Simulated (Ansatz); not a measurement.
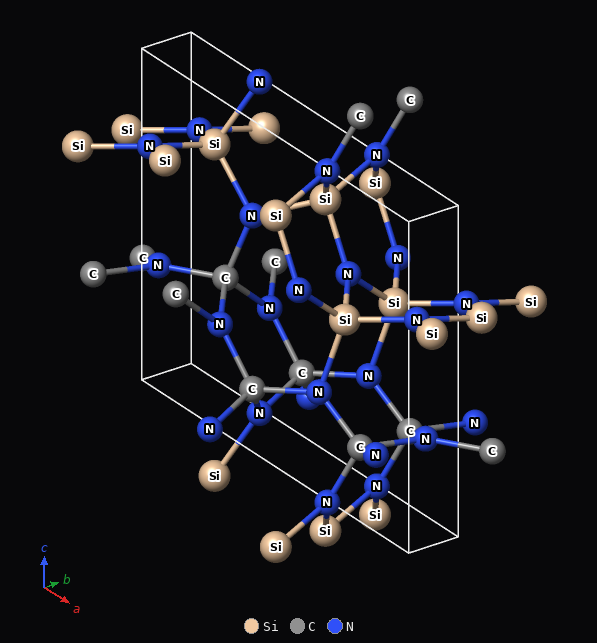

Crystal structure, ball-and-stick style, seen slightly off an axis. The outline marks the conventional unit cell. Atoms just outside the outline that bond to atoms inside are added.

Si₃C₃N₈, space group Pm (No. 6), a = 6.959 Å, b = 2.711 Å, c = 7.045 Å, α = 90.00°, β = 118.89°, γ = 90.00°. The structure comes from a structure type filled with these elements by a generator (whether the compound takes this form wasn't checked). Earlier steps of the study may have refined or changed the cell and positions. Ansatz was used for an electronic-structure calculation on it.

This one geometry was computed with Ansatz (DFT, plane waves, PAW) at four levels of theory: PBE, r2SCAN, PBE0 and HSE06. It was relaxed beforehand with r2SCAN.

> Which level gives the highest pressure at this volume, and what does that say about its equilibrium volume?

Highest: PBE (5.7 GPa), which points to the largest equilibrium volume. Lowest, with the smallest volume: PBE0 (-3.4 GPa) and HSE06 (-3.2 GPa). Levels within 0.5 GPa of each other can't be told apart.

> How does the band gap change with the level of theory?

PBE: a gap of 2.13 eV, indirect; r2SCAN: a gap of 2.51 eV, indirect; HSE06: a gap of 3.64 eV, indirect; PBE0: a gap of 4.41 eV, indirect.

> Collect the results in a table.

| level | cutoff (eV) | k-mesh of the run's cell | gap (eV) | pressure (GPa) |
| --- | --- | --- | --- | --- |
| PBE | 420 | 4×10×4 | 2.13 | 5.7 |
| r2SCAN | 500 | 4×10×4 | 2.51 | 0.0 |
| PBE0 | 420 | 4×6×4 | 4.41 | -3.4 |
| HSE06 | 420 | 4×6×4 | 3.64 | -3.2 |

Gaps are taken on the k-mesh or band path of each run.
